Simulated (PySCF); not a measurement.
**InH$_{3}$: geometry relaxation**

The run: geometry relaxation of InH$_{3}$, SMILES [H][In]([H])[H]. Method and program: PBE0-D3(BJ)/def2-SVP geometry optimisation, gas phase (PySCF 2.14.0).

It belongs to a series of runs on one base structure; here: ligand (all three): Me to H.

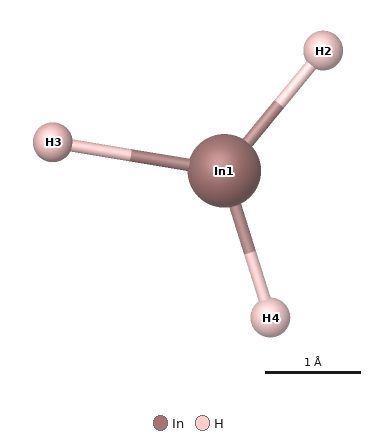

Fig. 1: The starting structure (ball-and-stick view, seen on its broad side; atoms are numbered from 1 in the order of the input). Sticks mark near contacts. Bond lengths as drawn: H–In 1.63 to 1.84 Å.

## Results in brief

| quantity | value |
| --- | --- |
| outcome | converged |
| total energy | −191.876069 hartree |
| dipole moment | 0.01 D |
| point group | D3h |
| hardware | 1 CPU thread, shared host |
| wall time | 4.8 s |
| peak memory | 0.22 GiB |

## The input
```
{"job": {"xc": "PBE0", "basis": "def2-SVP", "d3": "d3bj", "grid": 1, "maxiter": 30, "shake": 0.03, "kind": "geom"}, "charge": 0, "multiplicity": 1}
In     0.061870    -0.077410     0.012000
H      1.701900    -0.041370     0.007040
H     -0.895110     1.494440    -0.043740
H     -0.785370    -1.466110    -0.005770
```

The first line tells a small driver script what to run in PySCF; the rest is the geometry in Å.

Command:
```bash
OMP_NUM_THREADS=1 python <driver script> task.json out
```

## Output
```
step   0  E = -191.86905522  max force = 0.039772
step   1  E = -191.87534836  max force = 0.007090
step   2  E = -191.87575720  max force = 0.004474
step   3  E = -191.87596163  max force = 0.003475
step   4  E = -191.87604871  max force = 0.000892
step   5  E = -191.87606297  max force = 0.000522
step   6  E = -191.87606931  max force = 0.000184
optimisation converged
```

## Trajectory as extended XYZ (Å, eV, eV/Å), 7 frames, from step=0 to step=6
```
4
Properties=species:S:1:pos:R:3:forces:R:3 step=0 energy=-5221.02293
In    0.0619   -0.0774    0.0120   -1.0128   2.0452  -0.1208
H     1.7019   -0.0414    0.0070    1.2778   0.0931   0.0349
H    -0.8951    1.4944   -0.0437    0.5531  -0.8247   0.0636
H    -0.7854   -1.4661   -0.0058   -0.8181  -1.3135   0.0223
4
Properties=species:S:1:pos:R:3:forces:R:3 step=1 energy=-5221.19417
In    0.0280   -0.0376   -0.0390    0.1659  -0.3646   0.1881
H     1.7757    0.0425    0.0244   -0.2098  -0.1200  -0.0648
H    -0.8318    1.4393   -0.0266   -0.1867   0.2943  -0.0586
H    -0.8887   -1.5346    0.0108    0.2305   0.1902  -0.0646
4
Properties=species:S:1:pos:R:3:forces:R:3 step=2 energy=-5221.20530
In    0.0333   -0.0303    0.0323   -0.0538   0.0135  -0.2300
H     1.7724    0.0052   -0.0003   -0.0976  -0.0326   0.0763
H    -0.8628    1.4600   -0.0486    0.0520  -0.0402   0.0764
H    -0.8596   -1.5254   -0.0138    0.0994   0.0592   0.0773
4
Properties=species:S:1:pos:R:3:forces:R:3 step=3 energy=-5221.21086
In    0.0354   -0.0255   -0.0178   -0.1543   0.1787   0.0551
H     1.7624   -0.0155    0.0176    0.0468   0.0135  -0.0188
H    -0.8754    1.4665   -0.0340    0.1190  -0.1163  -0.0182
H    -0.8391   -1.5160    0.0037   -0.0115  -0.0760  -0.0182
4
Properties=species:S:1:pos:R:3:forces:R:3 step=4 energy=-5221.21323
In    0.0282   -0.0250   -0.0097   -0.0357  -0.0111   0.0121
H     1.7579   -0.0035    0.0145    0.0245  -0.0111  -0.0034
H    -0.8595    1.4602   -0.0363   -0.0079   0.0459  -0.0052
H    -0.8433   -1.5223    0.0010    0.0191  -0.0237  -0.0035
4
Properties=species:S:1:pos:R:3:forces:R:3 step=5 energy=-5221.21362
In    0.0252   -0.0251   -0.0071   -0.0269   0.0050  -0.0029
H     1.7573   -0.0039    0.0137    0.0018  -0.0098   0.0013
H    -0.8587    1.4660   -0.0373    0.0053   0.0058   0.0004
H    -0.8406   -1.5274    0.0002    0.0198  -0.0011   0.0012
4
Properties=species:S:1:pos:R:3:forces:R:3 step=6 energy=-5221.21379
In    0.0219   -0.0237   -0.0069   -0.0069   0.0094  -0.0042
H     1.7548   -0.0065    0.0138   -0.0021  -0.0033   0.0016
H    -0.8582    1.4699   -0.0378    0.0042  -0.0051   0.0010
H    -0.8353   -1.5301    0.0004    0.0048  -0.0011   0.0015
```

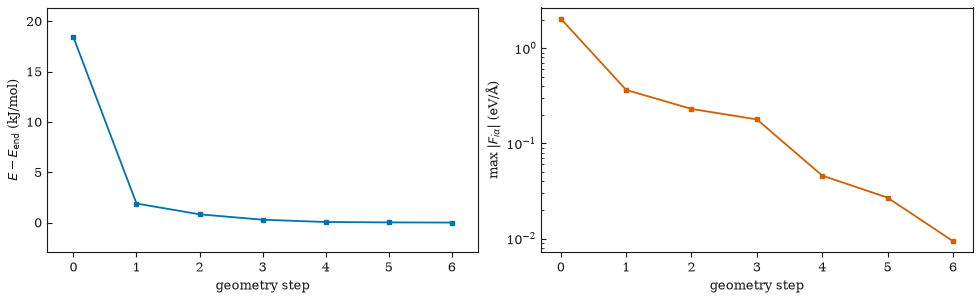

Fig. 2: Progress of the relaxation, step by step (steps are counted from 0).

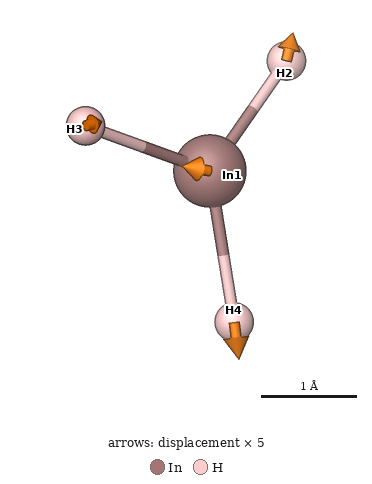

Fig. 3: The starting structure with the displacements as orange arrows, magnified 5 times (ball-and-stick view, seen at a tilt). The two geometries are laid on each other by the best rigid fit. The atom that moves furthest after the best rigid fit is H4 (0.082 Å). Largest moves by element: H 0.082 Å, In 0.070 Å. Among the contacts that change: In1–H3 1.841 → 1.734 Å, In1–H4 1.627 → 1.733 Å, In1–H2 1.640 → 1.733 Å. Among the angles that change: H3–In1–H4 117.2° → 119.9°, H2–In1–H4 122.6° → 120.2°. After 6 geometry steps the energy has fallen by 18.4 kJ/mol. The largest force component goes from 2 to 0.0094 eV/Å. (Atoms are counted from 1 in the order of the input.)
